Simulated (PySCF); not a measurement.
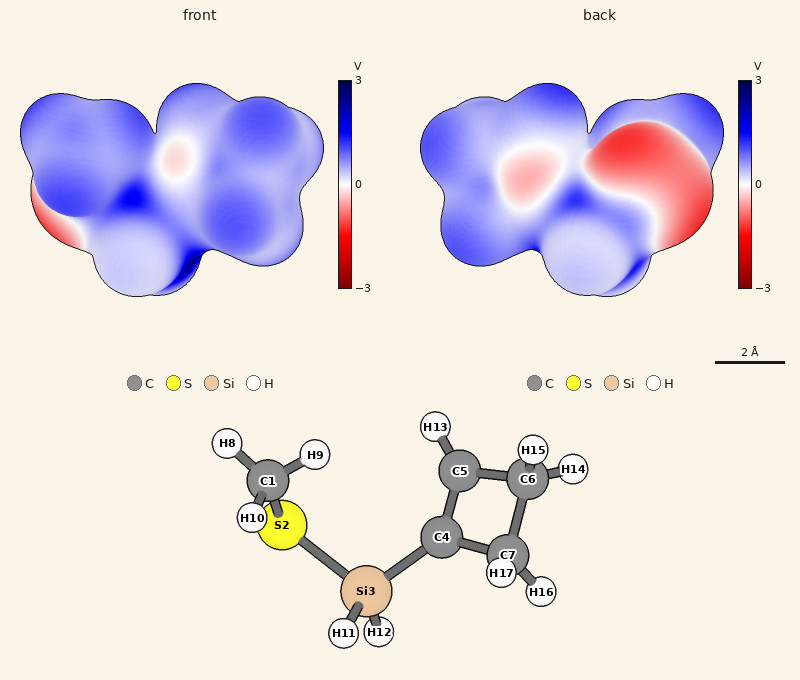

*C5H10SSi. The molecular electrostatic potential painted on the density surface at 0.004 e/bohr³, seen from the front and from behind; red is negative and blue positive. The bare structure is drawn below in the same view.*

Geometry: GFN2-xTB.

Level of theory: PySCF, B3LYP/def2-SVPD, SCF density, gas phase.

The calculation's input:

```
{"job": {"kind": "uv", "xc": "B3LYP", "basis": "def2-SVPD", "nstates": 8, "ntriplets": 3}, "charge": 0, "multiplicity": 1}
C      2.727215    -0.435311     0.721682
S      2.316343    -1.315471    -0.818742
Si     0.783497    -0.019399    -1.591088
C     -0.647427     0.028345    -0.390930
C     -1.044619    -0.708663     0.656862
C     -2.279694     0.096677     0.920684
C     -1.839063     0.959034    -0.286738
H      3.477156    -1.028672     1.233744
H      1.838346    -0.342074     1.337154
H      3.129201     0.544859     0.483849
H      1.363168     1.318966    -1.724950
H      0.445232    -0.616869    -2.873871
H     -0.644071    -1.577479     1.149656
H     -3.219588    -0.437253     0.786158
H     -2.302526     0.618121     1.877301
H     -2.512197     0.933470    -1.141394
H     -1.597973     1.993749    -0.050364
```

Launched as:

```sh
OMP_NUM_THREADS=1 python probes_run.py task.json out
```

Q: Where is the surface potential most negative and most positive?

A: The most negative region (about −1.2 V, or −28 kcal/mol for a unit charge) lies over S2, the most positive (about +2.1 V, or +48 kcal/mol for a unit charge) over Si3.

Q: How polar is the molecule by this calculation?

A: Its dipole moment is 2.20 D.
